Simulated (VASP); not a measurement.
Band structure of Ta₅Si₃ (space group I4/mcm). Method: LDA (Ceperley-Alder, Perdew-Zunger), VASP's LDA PAW potentials (set 64) (plane waves; VASP 6.6.1).

Unless said otherwise, spin-orbit coupling is left out, though it shifts the bands of the heavy elements here.

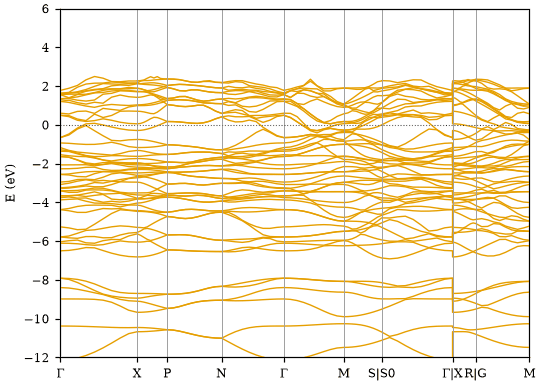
Figure: Bands along high-symmetry lines, zero at the valence-band maximum or, without a gap, the Fermi level

**Question.** Read the plot: is there a gap, and where are the band edges?

**Answer.** It has no gap at this level: it comes out as a metal or semimetal. (Edges off the drawn lines would not show.)

The structure comes from a measured Ta5Si3 entry (I4/mcm) of the Crystallography Open Database, whose conditions weren't checked. It was relaxed first.
